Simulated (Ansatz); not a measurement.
```xyz
9

Si   -0.5470   -0.0804   -0.5463
Cl   -0.3605    0.6737    3.6103
F     0.7012   -1.0099   -0.1828
F    -0.0925    1.4450   -0.6912
F    -1.0662   -0.5537   -1.9890
N    -1.7059   -0.1864    0.7067
H    -2.0433   -1.1082    0.9796
H    -2.4725    0.4849    0.7082
H    -0.8636    0.3349    2.4496
```

Computed with RKS B3LYP/def2-SVP (Ansatz).

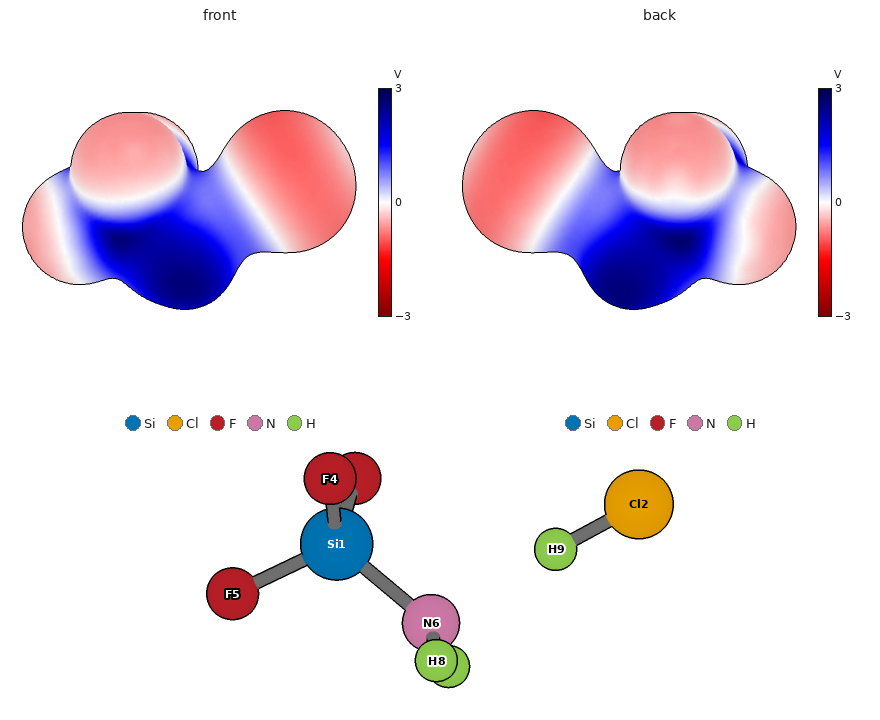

F3H2NSi···HCl. The electrostatic potential painted on the density surface at 0.002 e/bohr³, seen from the front and from behind; red is negative and blue positive. The bare structure is drawn below in the same view.

Where is the surface potential most negative and most positive?

Answer. The most negative region (about −1.0 V) lies over Cl2, the most positive (about +2.6 V) over Si1, H7 and H8.
